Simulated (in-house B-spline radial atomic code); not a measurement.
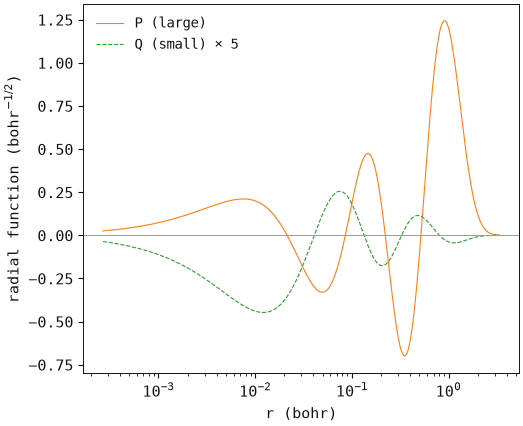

The rhenium ion Re¹³⁺ in the configuration [Kr] 4d10 4f14 5s2. All numbers are computed, not measured: Dirac-Hartree-Fock, average of configuration, Fermi nucleus, basis-set limit (an in-house B-spline radial code).

The plot shows the large and small radial components of the 5s1/2 spinor.

**Read the plot.**

The spinor has κ = −1: the large component has l = 0 and 4 radial nodes (r = 0.0214, 0.0856, 0.222 and 0.518 bohr), the small one has l = 1. The small component carries 0.054 % of the norm; ⟨r⟩ = 0.960 bohr and the eigenvalue is −310.7 eV.
